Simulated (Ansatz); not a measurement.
# NaMg6As, from a guessed structure to a relaxed one, part 2 of 2

This structure for NaMg6As is made up. Its elements were placed in a known structure type with a cell scaled to their sizes. What cell does the guess relax to, and how far off was it?

Ansatz 0.2.0; DFT, PBEsol, plane-wave PAW, files of the set soft_1, scalar-relativistic, no spin, cell and ions relaxed at zero pressure; PAW set soft_1 (the session's first sound run).

So far: Starting point; Relaxing cell and atoms. The relaxed cell has a, b, c = 4.905, 6.316, 11.565 Å (conventional setting).

### Step 3. Electronic structure of the relaxed cell

A second self-consistent run takes a narrower smearing and the mesh shown in its input; the bands follow along the standard path of the relaxed lattice.

This step: DFT, PBEsol, plane-wave PAW, files of the set soft_1, scalar-relativistic, no spin, bands and density of states at the relaxed cell; PAW set soft_1 (Ansatz 0.2.0).

input.yaml

```yaml
crystal:
  lattice:
    - [4.9049632775, 0.0, 0.0]
    - [0.0, 3.1581064269, 5.7823984221]
    - [0.0, -3.1581064269, 5.7823984221]
  atoms:
    - { symbol: As, position: [0.5, 0.6424014282, 0.6424014282] }
    - { symbol: Mg, position: [0.5, 0.1813578277, 0.1813578277] }
    - { symbol: Mg, position: [0.5, 0.1856918714, 0.6783534831] }
    - { symbol: Mg, position: [0.5, 0.6783534831, 0.1856918714] }
    - { symbol: Mg, position: [0.0, 0.3417133887, 0.3417133887] }
    - { symbol: Mg, position: [0.0, 0.3309769927, 0.8341508896] }
    - { symbol: Mg, position: [0.0, 0.8341508896, 0.3309769927] }
    - { symbol: Na, position: [0.0, 0.8189541187, 0.8189541187] }
kpoints:
  mp_grid: { grid: [6, 6, 6] }
  band_path:
    path:
      - [[0.0, 0.0, 0.0], [0.0, 0.32457229, -0.32457229], [0.0, 0.0, -0.5], [-0.5, 0.0, -0.5], [-0.5, 0.32457229, -0.32457229], [-0.5, 0.0, 0.0], [0.0, 0.0, 0.0], [0.0, -0.5, -0.5], [0.0, -0.32457229, -0.67542771], [-0.5, -0.32457229, -0.67542771], [-0.5, -0.5, -0.5], [0.0, -0.5, -0.5]]
      - [[-0.5, 0.0, 0.0], [-0.5, -0.5, -0.5]]
    npoints: 6
scf:
  occupations: { method: fermi_dirac, width: 0.03 }
  n_extra_bands: 12
hamiltonian:
  xc: pbesol
  pseudopotentials: { kind: paw, azcp: { folder: soft_1 }, xc_functional: pbe }
output:
  forces: true
  stress: true
  write_bands: true
  dos: { projected: true }
  write_density: true
  write_potential: true
  elf: true
  volumetric_format: npy
```

Launch:

```
ansatz run input.yaml --threads 4 --pin off --max-ram 10240MiB --backend cpu --events-out ev --progress --plain --runs-dir out
```

Numbers of over 12 decimals in the logs are rounded to 6 here.

The program printed:

```text
[...]
Crystal: 8 atoms, lattice volume = 179.143 Å³
Basis set: ecut = 420 eV, 3521 PW (Γ), exchange–correlation on 72×90×90 points (8 copies of the dense FFT grid, shifted against one another)
Bands: 54, of which v1, the nominal top of the filled ones, is band 42 counted from 1 (41 counted from 0)
Symmetry: 4 space group operations
[...]
k-points: 52 of 216 (time reversal used)
[...]
SCF iter   1: F=—  HF=-17763.660132 eV  |F-HF|=—  |Δ(HF+E_count)|=         —  Δρ=3.88e-2  dr2=8.56e0  ethr=3.10e-3  ⟨swp⟩=8.2  Hψ=12228  notcnv=0  defer=37
[...]
SCF iter  11: F=-17761.576311 eV  HF=-17761.576311 eV  |F-HF|=1.43e-8  |Δ(HF+E_count)|=   4.87e-8  Δρ=2.44e-6  dr2=2.19e-8  ethr=1.19e-10  ⟨swp⟩=8.1  Hψ=15421  notcnv=0
SCF 1 converged in 11 iterations: F = -17761.576311 eV  dr2 = 2.19e-8
[...]
NSCF: frozen V_eff on 74 k-points
SCF converged after 11 iterations
Free energy (F): -17761.576311 eV
[...]
Internal energy: -17761.570094 eV  (E = F + TS)
E sigma→0 (E₀):  -17761.573203 eV
Entropy (-TS):   -0.006216 eV (-0.777 meV/atom)
Fermi energy:    6.026450 eV
[...]
--- Forces (eV/Å), atoms counted from 1 ---
  atom   1  As     0.00000000     0.00000000     0.02660895
  atom   2  Mg     0.00000000     0.00000000     0.02962714
  atom   3  Mg     0.00000000     0.00914978    -0.02301687
  atom   4  Mg    -0.00000000    -0.00914978    -0.02301687
  atom   5  Mg    -0.00000000     0.00000000    -0.02921011
  atom   6  Mg    -0.00000000     0.00061928     0.01071069
  atom   7  Mg     0.00000000    -0.00061928     0.01071069
  atom   8  Na    -0.00000000     0.00000000    -0.00247938
  max |Σ_I F_I| component: 6.58e-5 eV/Å
--- Stress (GPa, compression-positive) ---
        0.375891      -0.000000      -0.000000
       -0.000000      -0.242865      -0.000000
       -0.000000      -0.000000      -0.151698
  P = ⅓ Tr σ = -0.0062 GPa (-0.062 kbar)
--- Band table (eV; the first three rows and the last of 52) ---
  k-point 0: bands = [... 38 lower, 3.5446, 4.2601, 4.2912, 5.2461, 6.6776, 8.1810, 8.4017, 8.4420, ... 8 higher]
  k-point 1: bands = [... 38 lower, 3.4106, 4.2234, 5.2949, 5.4859, 6.4921, 7.3572, 7.9828, 8.2495, ... 8 higher]
  k-point 2: bands = [... 38 lower, 3.7684, 5.0449, 5.4140, 6.1402, 6.2517, 7.2511, 7.4483, 7.7783, ... 8 higher]
  k-point 51: bands = [... 38 lower, 3.1784, 3.9530, 4.5620, 5.6078, 7.0265, 7.5181, 7.9541, 8.2816, ... 8 higher]
```

Wall time 45 s (4 threads of Arm Neoverse N1, shared host); peak memory 0.88 GiB; 2.9 min of CPU time.

Numbers from this step:

* free energy: -17761.5763 eV
* energy at zero smearing: -17761.5732 eV
* smearing term TS: 0.006216 eV
* Fermi energy: 6.026 eV
* pressure: -0.006224 GPa

bands.tsv at the labelled points (eV, zero at the Fermi level; the bands that come nearest the Fermi level along the path):

```
point  band 39  band 40  band 41  band 42  band 43  band 44  band 45  band 46
    Γ    -2.48    -1.77    -1.74    -0.78     0.65     2.15     2.38     2.42
    X    -1.97    -1.73    -0.08     0.15     0.47     0.62     0.97     2.02
    S    -1.48    -1.26    -0.39    -0.06     0.73     0.96     1.25     1.39
    R    -2.63    -2.22    -1.42    -0.42     0.92     1.47     1.59     2.26
    A    -3.07    -1.24    -0.91    -0.41    -0.26     0.97     2.09     2.76
    Z    -2.28    -1.29    -1.24    -0.67    -0.45    -0.35    -0.20    -0.13
    Γ    -2.48    -1.77    -1.74    -0.78     0.65     2.15     2.38     2.42
    Y    -1.22    -1.15    -0.26     0.15     0.88     1.06     1.20     1.41
   X1    -1.97    -1.73    -0.08     0.15     0.47     0.62     0.97     2.02
   A1    -3.07    -1.24    -0.91    -0.41    -0.26     0.97     2.09     2.76
    T    -2.85    -2.07    -1.46    -0.42     1.00     1.49     1.93     2.26
    Y    -1.22    -1.15    -0.26     0.15     0.88     1.06     1.20     1.41
    Z    -2.28    -1.29    -1.24    -0.67    -0.45    -0.35    -0.20    -0.13
    T    -2.85    -2.07    -1.46    -0.42     1.00     1.49     1.93     2.26
```

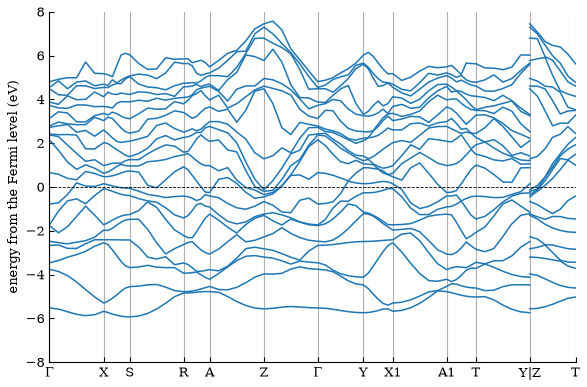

Bands along the path. 34 bands lie wholly below the window drawn.

Counts of states for the cell as run, both spins, by energy window (eV from the Fermi level):

```csv
from,to,total
-8,-7,0.00
-7,-6,0.00
-6,-5,1.98
-5,-4,2.10
-4,-3,2.61
-3,-2,3.18
-2,-1,3.02
-1,0,3.10
0,1,3.12
1,2,4.06
2,3,3.98
3,4,4.30
```

A further 68.0 states lie below the table's range.

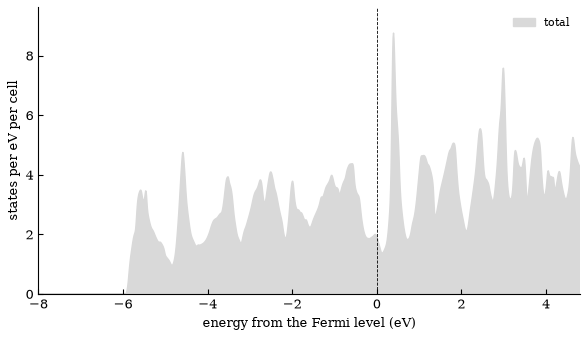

Total density of states, smoothed over about 0.04 eV.

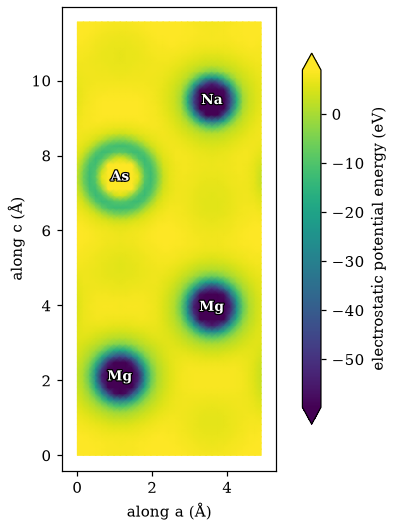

Electrostatic potential energy in the ac plane of the conventional cell at fractional y = 0.000, with atoms of As and Mg and Na within 0.2 Å of it. With pseudopotentials it is smooth inside the atoms' cores, unlike the true potential. The map starts off the cell's origin, so that atoms lie inside it.

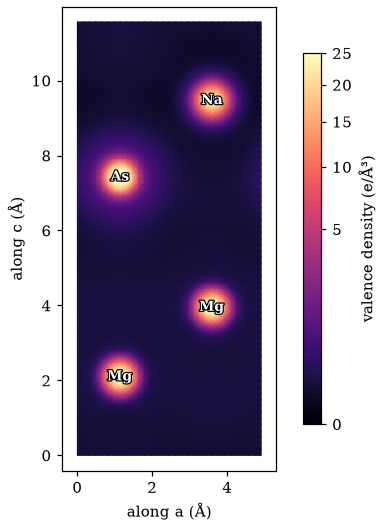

Valence density in the ac plane of the conventional cell at fractional y = 0.000, with atoms of As and Mg and Na within 0.2 Å of it. It is the smooth field of the valence electrons, not physical close to the nuclei. The map starts off the cell's origin, so that atoms lie inside it. The colour scale is stretched toward low values.

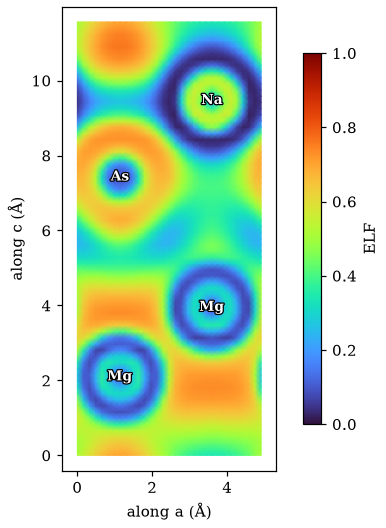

ELF in the ac plane of the conventional cell at fractional y = 0.000, with atoms of As and Mg and Na within 0.2 Å of it. It is the smooth field of the valence electrons, not physical close to the nuclei. The map starts off the cell's origin, so that atoms lie inside it.

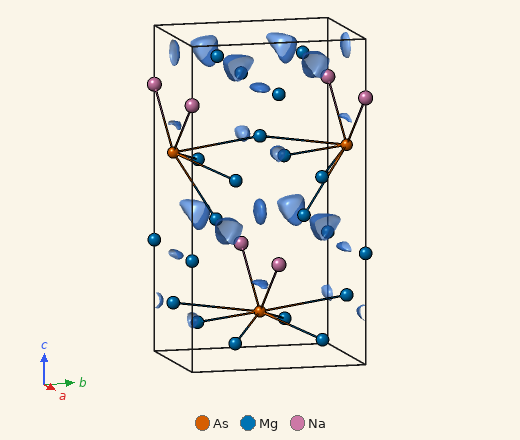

Surface of ELF = 0.72. Bonds to atoms that aren't drawn are left out.

### Step 4. Summary of results

```json
{
 "space group, relaxed": "Amm2",
 "conventional cell": "a = 4.905, b = 6.316, c = 11.565 Å; α = 90.0°, β = 90.0°, γ = 90.0°",
 "volume per atom": "22.39 Å³ (guess 23.45)"
}
```

NaMg6As relaxes to Amm2 with a = 4.905, b = 6.316 and c = 11.565 Å. The guessed volume was 5 % too large. The space group Amm2 was held in the relaxation, so the end point is a stationary structure within it and may be a saddle against distortions or other arrangements. Bands cross the Fermi level, so it is a metal or semimetal at this level. On the 6×6×6 mesh with the narrower smearing (relaxed on 5×5×5) the largest force component is 0.030 eV/Å and the largest stress component is 0.376 GPa, against the relaxation's thresholds of 0.015 eV/Å and 0.05 GPa. The cutoff wasn't tested. No dispersion term is used, so weakly bound directions may come out too long. Nothing here tests whether the compound is stable against decomposition.

[Logs are printed without paths, hosts, clocks, repeated set-up lines and the standing remarks that a program may print on its own settings, such as how far it seeks lower states.]

[Hosts, paths, dates, database ids (printed as entryN), source tags and the programs' standing remarks are cut or masked in the printed files.]
